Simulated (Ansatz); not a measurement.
# Calculations on Tc₁₂Au

### Relaxation

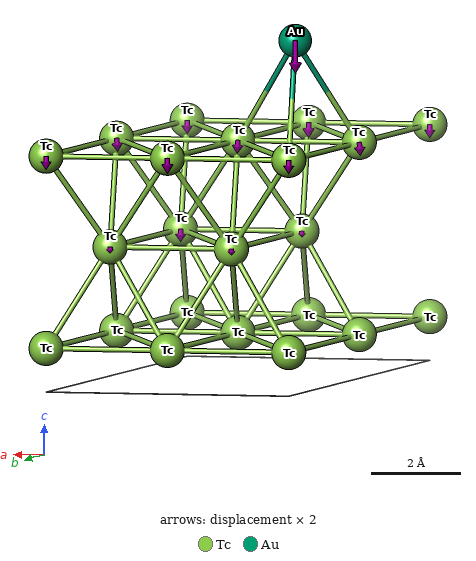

This is a constrained relaxation of a slab of composition Tc12Au. The starting structure is drawn; purple arrows show the displacements, magnified 2 times.

The picture is a ball-and-stick view of the cell of the calculation, outlined in the plane, without the vacuum, seen from a free direction.

It is Au on Tc(0001), set down by a guess. The run prepares an end point of a later path (adatom hop) calculation, from a guessed geometry. 4 atoms are held fixed.

Level of theory: DFT PBE-D3(BJ), scalar-relativistic, plane waves, PAW (Ansatz 0.2.0). Settings: plane-wave cutoff 600 eV; k-point mesh 4 × 4 × 1; occupations fermi dirac; smearing width 0.05 eV; no spin polarisation; atoms relaxed in a fixed cell; force threshold 0.03 eV/Å; at most 60 steps.

**What happened in the run?**

The atom that moves furthest is the Au atom (0.39 Å along the normal (−c)). By element the largest moves are Au 0.39 Å, Tc 0.19 Å. The lattice vectors keep their values. Among the contacts that change: Au–Tc 2.922 → 2.737 Å, Tc–Tc 2.708 → 2.585 Å, Tc–Tc 2.708 → 2.620 Å, Tc–Tc 2.708 → 2.644 Å. Bond angles that change, for instance: Tc–Au–Tc 56.1° → 60.7°. The energy falls by 0.515 eV per cell of the calculation in 4 geometry steps. The largest force component goes from 1.5 to 0.0088 eV/Å.

Limits of the set-up: the periodic images lie only 5.5 Å apart, so the values are limited by the cell's size.

### Relaxation

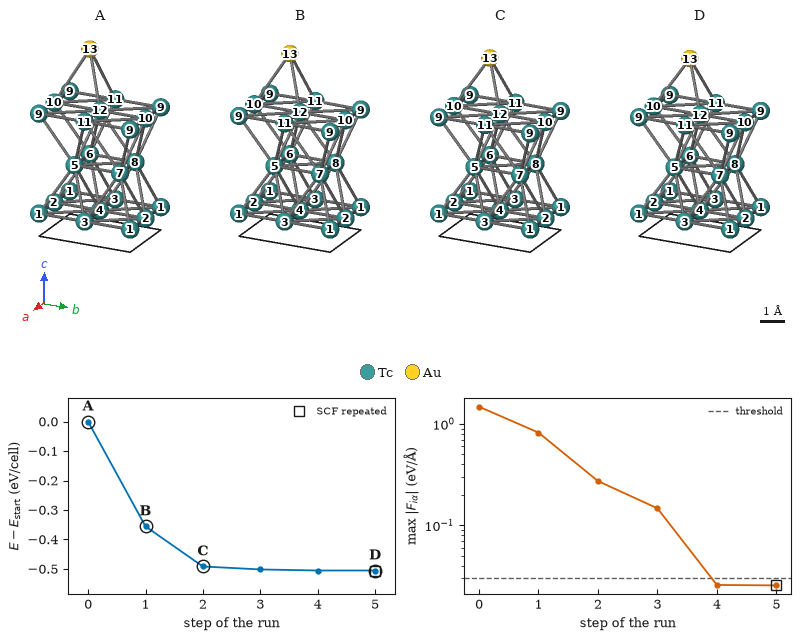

Frames of a constrained relaxation of a slab of composition Tc12Au, marked on the history of the run. The picture is a ball-and-stick view of the cell of the calculation, outlined in the plane, without the vacuum, seen slightly off an axis.

It is Au on Tc(0001), set down by a guess. The run prepares an end point of a later path (adatom hop) calculation, from a guessed geometry. 4 atoms are held fixed.

Level of theory: Ansatz 0.2.0, DFT PBE-D3(BJ), scalar-relativistic, plane waves, PAW.

Input
```yaml
crystal:
  lattice:
    - [5.48, 0.0, 0.0]
    - [2.74, 4.745819, 0.0]
    - [0.0, 0.0, 15.39496]
  atoms:
    - { symbol: Tc, position: [0.0, 0.0, 0.06495632] }
    - { symbol: Tc, position: [0.5, 0.0, 0.06495632] }
    - { symbol: Tc, position: [-1.0e-08, 0.50000002, 0.06495632] }
    - { symbol: Tc, position: [0.49999999, 0.50000002, 0.06495632] }
    - { symbol: Tc, position: [-0.16666667, 0.33333335, 0.20769654] }
    - { symbol: Tc, position: [0.33333333, 0.33333335, 0.20769654] }
    - { symbol: Tc, position: [-0.16666669, 0.83333337, 0.20769654] }
    - { symbol: Tc, position: [0.33333331, 0.83333337, 0.20769654] }
    - { symbol: Tc, position: [0.0, 0.0, 0.35043677] }
    - { symbol: Tc, position: [0.5, 0.0, 0.35043677] }
    - { symbol: Tc, position: [-1.0e-08, 0.50000002, 0.35043677] }
    - { symbol: Tc, position: [0.49999999, 0.50000002, 0.35043677] }
    - { symbol: Au, position: [0.33333333, 0.33333335, 0.50763107] }
basis:
  ecutwfc: 600.0
kpoints:
  mp_grid: { grid: [4, 4, 1] }
hamiltonian:
  xc: pbe
  dispersion: d3bj
scf:
  occupations: { method: fermi_dirac, width: 0.05 }
  lower_state_search: "off"
relax:
  f_tol: 0.03
  max_steps: 60
  adjacent_minimum: "off"
  constraints: [{ sites: [0, 1, 2, 3] }]
```

Run as
```bash
ansatz run input.yaml --threads 4 --pin off --max-ram 10240MiB --backend cpu --events-out ev --progress --plain --runs-dir out
```

Question: What happens along the run?

Answer: Over 4 accepted moves (5 points after the start) the energy falls by 0.505 eV per cell of the calculation. The largest force component goes from 1.5 to 0.026 eV/Å. 1 step only repeated the SCF at the same geometry. The largest move is that of Au13, 0.42 Å along the normal (−c). Largest moves by element: Au 0.42 Å, Tc 0.18 Å. The cell doesn't change. Among the contacts that change: Tc10–Au13 2.891 → 2.711 Å, Tc1–Tc5 2.708 → 2.630 Å, Tc2–Tc6 2.708 → 2.643 Å, Tc10–Tc11 2.740 → 2.682 Å. Among the angles between lasting bonds that change: Tc10–Au13–Tc11 56.6° → 62.1°. From step 0 to 1: Au13 moves most (0.19 Å), energy −0.356 eV per cell of the calculation. From step 1 to 2: Au13 moves most (0.20 Å), energy −0.136 eV per cell of the calculation. From step 2 to 5: Tc6 moves most (0.03 Å), energy −13.6 meV per cell of the calculation.

```
step  E − E(0), meV/atom  largest force component, eV/Å                         note
   0                0.00                         1.4812                             
   1              -27.36                         0.8220                             
   2              -37.82                         0.2733                             
   3              -38.59                         0.1470                             
   4              -38.87                         0.0258                             
   5              -38.87                         0.0255  same geometry, SCF repeated
```

Limits of the set-up: the periodic images lie only 5.5 Å apart, so the values are limited by the cell's size.

### Path

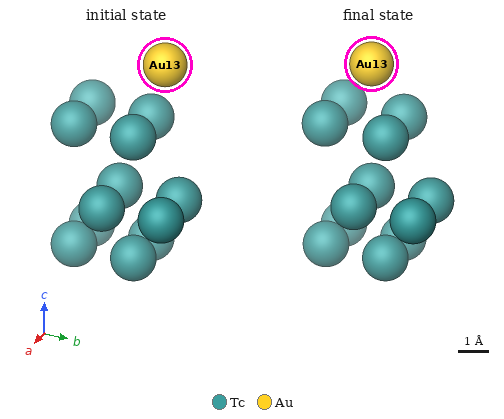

The two relaxed end points of a path for Au on Tc(0001) (13 atoms in the cell). A spheres-only model of the simulation cell, with the vacuum cut short (origin moved), seen slightly off an axis. The moving atom is ringed, with any periodic copies.

The calculation used Ansatz, DFT PBE-D3(BJ), scalar-relativistic, plane waves, PAW.

Input file:
```yaml
crystal:
  lattice:
    - [5.48, 0.0, 0.0]
    - [2.74, 4.745819, 0.0]
    - [0.0, 0.0, 15.39496]
  atoms:
    - { symbol: Tc, position: [0.0, 0.0, 0.0649563] }
    - { symbol: Tc, position: [0.5, 0.0, 0.0649563] }
    - { symbol: Tc, position: [0.0, 0.5, 0.0649563] }
    - { symbol: Tc, position: [0.5, 0.5, 0.0649563] }
    - { symbol: Tc, position: [-0.16667218, 0.33334753, 0.19775743] }
    - { symbol: Tc, position: [0.33314628, 0.33370774, 0.20279281] }
    - { symbol: Tc, position: [-0.16628649, 0.83314551, 0.20279162] }
    - { symbol: Tc, position: [0.33314039, 0.83314461, 0.20279139] }
    - { symbol: Tc, position: [-0.00150361, 0.0029993, 0.34006772] }
    - { symbol: Tc, position: [0.50001456, -3.945e-05, 0.33838534] }
    - { symbol: Tc, position: [-0.00145852, 0.49850194, 0.3400749] }
    - { symbol: Tc, position: [0.50296172, 0.49849541, 0.34007385] }
    - { symbol: Au, position: [0.16661837, 0.66679171, 0.48452021] }
basis:
  ecutwfc: 600.0
kpoints:
  mp_grid: { grid: [4, 4, 1] }
hamiltonian:
  xc: pbe
  dispersion: d3bj
scf:
  occupations: { method: fermi_dirac, width: 0.05 }
  lower_state_search: "off"
neb:
  images: 5
  f_tol: 0.03
  initial_path: idpp
  max_iterations: 26
  optimiser: lbfgs
  constraints: [{ sites: [0, 1, 2, 3] }]
  final_atoms:
    - { symbol: Tc, position: [0.0, 0.0, 0.06495632] }
    - { symbol: Tc, position: [0.49999999, -1.0e-08, 0.06495632] }
    - { symbol: Tc, position: [-2.0e-08, 0.50000001, 0.06495632] }
    - { symbol: Tc, position: [0.49999998, 0.50000001, 0.06495632] }
    - { symbol: Tc, position: [-0.16661212, 0.33322423, 0.20142936] }
    - { symbol: Tc, position: [0.33333332, 0.33333334, 0.20252723] }
    - { symbol: Tc, position: [-0.16661213, 0.83338791, 0.20142936] }
    - { symbol: Tc, position: [0.3332242, 0.83338791, 0.20142936] }
    - { symbol: Tc, position: [0.0, 0.0, 0.34018122] }
    - { symbol: Tc, position: [0.5035368, -0.00707363, 0.33918155] }
    - { symbol: Tc, position: [-0.00707364, 0.50353682, 0.33918155] }
    - { symbol: Tc, position: [0.50353679, 0.50353682, 0.33918155] }
    - { symbol: Au, position: [0.33333332, 0.33333334, 0.48059749] }
  order_check: true
```

Run as
```bash
ansatz run input.yaml --threads 4 --pin off --max-ram 10240MiB --backend cpu --events-out ev --progress --plain --runs-dir out
```

> Predict the minimum-energy path and its barrier.

The highest point, image 3, lies 0.065 eV above the start and 0.111 eV above the end; the end is at −0.046 eV relative to the start. The Au atom travels furthest, 1.58 Å from end to end, on a straight line. At the highest image its nearest neighbour (Tc) is 2.65 Å away, against 2.74 Å at the start, and the surrounding atoms stand up to 0.08 Å off the mean of their end positions. The band converged in 13 iterations, with a climbing image at the top.

Energies of the converged images:

| image | path (Å) | E (eV) |
| --- | --- | --- |
| 0 | 0.00 | 0.000 |
| 1 | 0.25 | 0.016 |
| 2 | 0.50 | 0.048 |
| 3 | 0.74 | 0.065 |
| 4 | 1.04 | 0.037 |
| 5 | 1.33 | -0.019 |
| 6 | 1.63 | -0.046 |

The geometry at the top of the path:

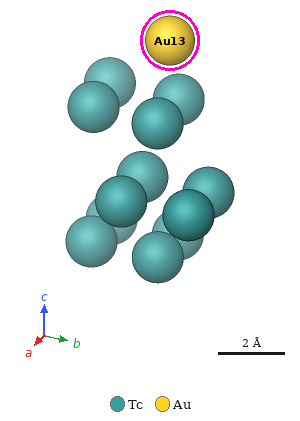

Limits of the set-up: the periodic images lie only 5.5 Å apart, so the values are limited by the cell's size.

The run took 41 min on 4 threads of Arm Neoverse V1, on a shared host, peak memory 5.7 GiB.
